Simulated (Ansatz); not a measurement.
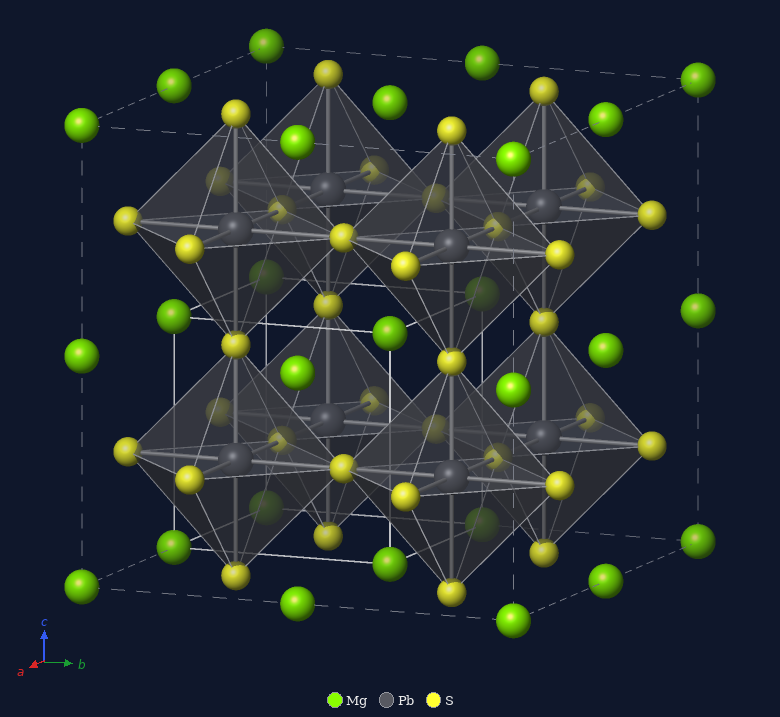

Polyhedra are drawn about Pb (bonds: Pb–S below 2.9 Å); other atoms are plain spheres.

The compound is MgPbS3 (space group Pm-3m, No. 221), taken as coordinates from a relaxation with Ansatz 0.2.0, DFT, PBEsol, plane waves, PAW; the starting structure was generated, so it need not be a known form of this composition.

What figure surrounds each Pb atom, and what does it share with the other drawn polyhedra?

Pb: PbS6 octahedron, sharing corners with six neighbours.

What is the connectivity of the polyhedra: isolated, groups, chains, layers or framework?

They form a three-dimensional framework of corner-sharing octahedra.

How far apart are the centres of linked polyhedra?

Centre to centre across a shared corner: 5.08 Å.
